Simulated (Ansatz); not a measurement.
# SnHClOF2 (SMILES [OH][Sn]([F])([F])[Cl]): CCSD(T)/def2-SVP (core potential)

Aim: the vertical singlet–triplet gap of SnHClOF2 at CCSD(T)/def2-SVP (core potential), from 2 runs. 

The calculation is run with Ansatz 0.2.0.

119 further runs of the same task are left out: 1 that didn't finish, 118 set aside as unsound or not needed. Runs told in other sessions of the task aren't counted.

**1. The structure to begin with**

SnHClOF2 has 6 atoms, charge 0, and is taken as a singlet. As SMILES, `[OH][Sn]([F])([F])[Cl]`. The shape is that of a PBE0-D4/def2-TZVP optimisation. This is one conformer, not always the lowest.

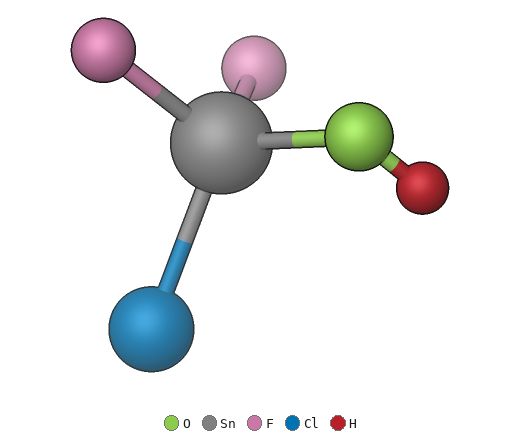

The structure, seen from a chosen angle (oxygen green, tin grey, fluorine pink, chlorine blue, hydrogen red).

**2. The energy at CCSD(T)/def2-SVP (core potential)**

input.yaml reads:

```yaml
crystal:
  periodic: [false, false, false]
  atoms:
    - {symbol: O, position_ang: [-0.464000, 0.283900, 1.476300]}
    - {symbol: Sn, position_ang: [0.252400, -0.175700, -0.247500]}
    - {symbol: F, position_ang: [1.982500, -0.856500, 0.056700]}
    - {symbol: F, position_ang: [-0.743300, -1.587100, -1.019700]}
    - {symbol: Cl, position_ang: [0.329400, 1.540600, -1.744400]}
    - {symbol: H, position_ang: [-1.315000, 0.730600, 1.432500]}
basis:
  gaussian:
    orbitals: def2-SVP
correlation:
  method: ccsd_t
  frozen_orbitals: {Cl: 5, F: 1, H: 0, O: 1, Sn: 4}
accuracy: high
scf:
  omitted_lower_state_checks: [cluster_reference, increment]
```

Run with:

```bash
ansatz run input.yaml --threads 1 --pin off --max-ram 3480MiB --events-out events.jsonl --progress --plain --runs-dir runs
```

Output:

```text
Warning: RAYON_NUM_THREADS=1 ignored (pool sized by the plan → 1); use --threads N
Functional definition: HF
  name "HF"
  exchange = exact_x
  correlation = 0
these checks for a lower state are left out or cut short: cluster_reference, increment
1947 factors; integrals over basis functions are off by at most 3.3e-9 eV
mean field evaluation 1: about -25761.9553 eV, gradient 4.9e1 eV
mean field evaluation 2: about -25762.0887 eV, gradient 4.9e1 eV
mean field evaluation 4: about -25766.4442 eV, gradient 2.1e0 eV
mean field evaluation 8: about -25766.4782 eV, gradient 2.6e-1 eV
mean field evaluation 16: about -25766.4784 eV, gradient 1.7e-8 eV
mean field -25766.47844616 eV, -946.9006177502 hartree, gradient 1.9e-8 eV, S^2 0.000000; 0 other end points of the search recorded, 0 dependent functions left out
12 core orbitals not correlated: weight in the atoms' cores, before any rotation towards them, 1.000 or more for the frozen orbitals, at most 0.000 for the correlated occupied ones
reference -25766.47844616 eV, -946.9006177502 hartree; 21, 21 occupied and 58, 58 virtual orbitals, 1947 factors
second order -21.83480184 eV of doubles, -0.00000000 eV of singles
cycle   1  -21.72281164 eV  change    1.1e-1 eV  update   1.1e-1
cycle   2  -22.17813687 eV  change   -4.6e-1 eV  update   3.6e-2
cycle   3  -22.31743425 eV  change   -1.4e-1 eV  update   1.8e-2
cycle   4  -22.31288110 eV  change    4.6e-3 eV  update   3.9e-3
cycle   5  -22.30821173 eV  change    4.7e-3 eV  update   1.5e-3
cycle   6  -22.30829872 eV  change   -8.7e-5 eV  update   5.0e-4
cycle   7  -22.30821860 eV  change    8.0e-5 eV  update   1.7e-4
cycle   8  -22.30812499 eV  change    9.4e-5 eV  update   6.1e-5
cycle   9  -22.30813169 eV  change   -6.7e-6 eV  update   2.3e-5
cycle  10  -22.30814939 eV  change   -1.8e-5 eV  update   9.2e-6
cycle  11  -22.30813991 eV  change    9.5e-6 eV  update   3.3e-6
cycle  12  -22.30814162 eV  change   -1.7e-6 eV  update   1.3e-6
cycle  13  -22.30814270 eV  change   -1.1e-6 eV  update   5.3e-7
cycle  14  -22.30814296 eV  change   -2.6e-7 eV  update   2.4e-7
cycle  15  -22.30814327 eV  change   -3.0e-7 eV  update   1.0e-7
cycle  16  -22.30814331 eV  change   -4.3e-8 eV  update   4.9e-8
cycle  17  -22.30814328 eV  change    2.8e-8 eV  update   3.1e-8
cycle  18  -22.30814207 eV  change    1.2e-6 eV  update   1.4e-7
cycle  19  -22.30814202 eV  change    5.3e-8 eV  update   3.5e-8
cycle  20  -22.30814197 eV  change    5.7e-8 eV  update   1.3e-8
cycle  21  -22.30814195 eV  change    1.1e-8 eV  update   4.8e-9
cycle  22  -22.30814195 eV  change    2.3e-9 eV  update   1.7e-9
perturbative correction -0.43380367 eV, -0.0159419909 hartree
Total energy: -25789.22039179 eV, -947.7363688368 hartree
Checks for a lower state left out: cluster_reference, increment
```

Run time: 48 s. Hardware: 1 thread of Arm Neoverse V2, shared host; peak memory 0.56 GiB.

**3. The triplet**

job.yaml reads:

```yaml
crystal:
  periodic: [false, false, false]
  atoms:
    - symbol: O
      position_ang: [-0.464000, 0.283900, 1.476300]
    - symbol: Sn
      position_ang: [0.252400, -0.175700, -0.247500]
    - symbol: F
      position_ang: [1.982500, -0.856500, 0.056700]
    - symbol: F
      position_ang: [-0.743300, -1.587100, -1.019700]
    - symbol: Cl
      position_ang: [0.329400, 1.540600, -1.744400]
    - symbol: H
      position_ang: [-1.315000, 0.730600, 1.432500]
basis:
  gaussian:
    orbitals: def2-SVP
magnetization:
  spin_polarized: true
  initial_magnetization: 2
correlation:
  method: ccsd_t
  frozen_orbitals: {Cl: 5, F: 1, H: 0, O: 1, Sn: 4}
accuracy: high
scf:
  omitted_lower_state_checks: [cluster_reference, increment]
```

Run with:

```bash
ansatz run job.yaml --threads 1 --pin off --max-ram 3480MiB --events-out events.jsonl --progress --plain --runs-dir runs
```

Output:

```text
Warning: RAYON_NUM_THREADS=1 ignored (pool sized by the plan → 1); use --threads N
[... 4 set-up lines as earlier in the session ...]
these checks for a lower state are left out or cut short: cluster_reference, increment
1947 factors; integrals over basis functions are off by at most 3.3e-9 eV
mean field evaluation 1: about -25753.5097 eV, gradient 3.9e1 eV
mean field evaluation 2: about -25753.6798 eV, gradient 3.9e1 eV
mean field evaluation 4: about -25760.1077 eV, gradient 3.8e0 eV
mean field evaluation 8: about -25760.3526 eV, gradient 9.3e-1 eV
mean field evaluation 16: about -25760.3901 eV, gradient 3.8e-2 eV
mean field evaluation 32: about -25752.1286 eV, gradient 2.8e1 eV
mean field evaluation 64: about -25758.3590 eV, gradient 6.6e0 eV
mean field evaluation 96: about -25761.0380 eV, gradient 1.5e0 eV
mean field evaluation 128: about -25749.8679 eV, gradient 2.8e1 eV
mean field evaluation 160: about -25760.3770 eV, gradient 1.7e-1 eV
mean field evaluation 192: about -25760.0942 eV, gradient 8.9e-1 eV
mean field -25761.20573214 eV, -946.7068490836 hartree, gradient 6.6e-8 eV, S^2 2.014702; 17 other end points of the search recorded, 0 dependent functions left out
12 core orbitals not correlated: weight in the atoms' cores, before any rotation towards them, 1.000 or more for the frozen orbitals, at most 0.000 for the correlated occupied ones
reference -25761.20573214 eV, -946.7068490836 hartree; 22, 20 occupied and 57, 59 virtual orbitals, 1947 factors
second order -20.65840270 eV of doubles, -0.00000000 eV of singles
cycle   1  -20.85457969 eV  change   -2.0e-1 eV  update   1.2e-1
cycle   2  -21.28832426 eV  change   -4.3e-1 eV  update   3.9e-2
cycle   3  -21.43708221 eV  change   -1.5e-1 eV  update   2.6e-2
cycle   4  -21.44662468 eV  change   -9.5e-3 eV  update   1.2e-2
cycle   5  -21.44083656 eV  change    5.8e-3 eV  update   9.0e-3
cycle   6  -21.44446951 eV  change   -3.6e-3 eV  update   5.9e-3
cycle   7  -21.45073274 eV  change   -6.3e-3 eV  update   4.1e-3
cycle   8  -21.45285372 eV  change   -2.1e-3 eV  update   2.9e-3
cycle   9  -21.45317669 eV  change   -3.2e-4 eV  update   2.2e-3
cycle  10  -21.45338267 eV  change   -2.1e-4 eV  update   1.8e-3
cycle  11  -21.45300052 eV  change    3.8e-4 eV  update   1.5e-3
cycle  12  -21.45420331 eV  change   -1.2e-3 eV  update   1.3e-3
cycle  13  -21.45485841 eV  change   -6.6e-4 eV  update   1.1e-3
cycle  14  -21.45517129 eV  change   -3.1e-4 eV  update   8.8e-4
cycle  15  -21.45546399 eV  change   -2.9e-4 eV  update   7.3e-4
cycle  16  -21.45537927 eV  change    8.5e-5 eV  update   6.0e-4
cycle  17  -21.45559007 eV  change   -2.1e-4 eV  update   4.1e-4
cycle  18  -21.45561026 eV  change   -2.0e-5 eV  update   3.0e-4
cycle  19  -21.45571271 eV  change   -1.0e-4 eV  update   2.2e-4
cycle  20  -21.45574848 eV  change   -3.6e-5 eV  update   1.4e-4
cycle  21  -21.45572004 eV  change    2.8e-5 eV  update   9.1e-5
cycle  22  -21.45572575 eV  change   -5.7e-6 eV  update   5.0e-5
cycle  23  -21.45571573 eV  change    1.0e-5 eV  update   3.3e-5
cycle  24  -21.45571382 eV  change    1.9e-6 eV  update   1.7e-5
cycle  25  -21.45571749 eV  change   -3.7e-6 eV  update   1.2e-5
cycle  26  -21.45572139 eV  change   -3.9e-6 eV  update   7.4e-6
cycle  27  -21.45572604 eV  change   -4.6e-6 eV  update   6.2e-6
cycle  28  -21.45572950 eV  change   -3.5e-6 eV  update   4.5e-6
cycle  29  -21.45573126 eV  change   -1.8e-6 eV  update   3.3e-6
cycle  30  -21.45573044 eV  change    8.1e-7 eV  update   1.8e-6
cycle  31  -21.45573052 eV  change   -8.1e-8 eV  update   1.1e-6
cycle  32  -21.45573061 eV  change   -8.8e-8 eV  update   7.0e-7
cycle  33  -21.45573077 eV  change   -1.6e-7 eV  update   4.8e-7
cycle  34  -21.45573109 eV  change   -3.2e-7 eV  update   3.3e-7
cycle  35  -21.45573101 eV  change    7.5e-8 eV  update   2.0e-7
cycle  36  -21.45573101 eV  change   2.9e-10 eV  update   1.6e-7
cycle  37  -21.45573100 eV  change    9.1e-9 eV  update   1.3e-7
cycle  38  -21.45573101 eV  change   -1.0e-8 eV  update   1.2e-7
cycle  39  -21.45573100 eV  change    1.1e-8 eV  update   9.6e-8
cycle  40  -21.45573101 eV  change   -3.4e-9 eV  update   7.7e-8
cycle  41  -21.45573101 eV  change   -4.4e-9 eV  update   6.2e-8
cycle  42  -21.45573101 eV  change   -3.6e-9 eV  update   5.3e-8
cycle  43  -21.45573120 eV  change   -1.9e-7 eV  update   1.0e-7
cycle  44  -21.45573121 eV  change   -2.6e-9 eV  update   4.2e-8
cycle  45  -21.45573120 eV  change    3.2e-9 eV  update   3.3e-8
cycle  46  -21.45573119 eV  change    1.4e-8 eV  update   2.8e-8
cycle  47  -21.45573118 eV  change    9.2e-9 eV  update   2.2e-8
cycle  48  -21.45573117 eV  change    7.4e-9 eV  update   1.6e-8
cycle  49  -21.45573117 eV  change    5.4e-9 eV  update   1.2e-8
cycle  50  -21.45573116 eV  change    5.3e-9 eV  update   8.2e-9
cycle  51  -21.45573116 eV  change    3.4e-9 eV  update   4.4e-9
cycle  52  -21.45573116 eV  change    1.9e-9 eV  update   2.9e-9
perturbative correction -0.43644571 eV, -0.0160390839 hartree
Total energy: -25783.09790900 eV, -947.5113717443 hartree
Checks for a lower state left out: cluster_reference, increment
```

It took 6.1 min on 1 thread of Arm Neoverse V2, shared host; peak memory 1.2 GiB.

**4. What came out**

At CCSD(T)/def2-SVP (core potential), 12 core orbitals frozen:

```
                                             quantity          value
                                singlet: total energy  -947.73637 Eh
singlet: correlation energy (12 core orbitals frozen)     -835.8 mEh
                              singlet: (T) correction     -15.94 mEh
                               singlet: T1 diagnostic          0.012
                                triplet: total energy  -947.51137 Eh
triplet: correlation energy (12 core orbitals frozen)     -804.5 mEh
                              triplet: (T) correction     -16.04 mEh
           triplet: ⟨S²⟩ of the reference determinant          2.015
                               triplet: T1 diagnostic          0.021
     vertical energy of the triplet above the singlet       6.122 eV
```

In words: At this shape the triplet lies 6.12 eV (141 kcal/mol) above the singlet. The triples (singlet) make up 1.9 % of the correlation energy. The triples (triplet) make up 2.0 % of the correlation energy.
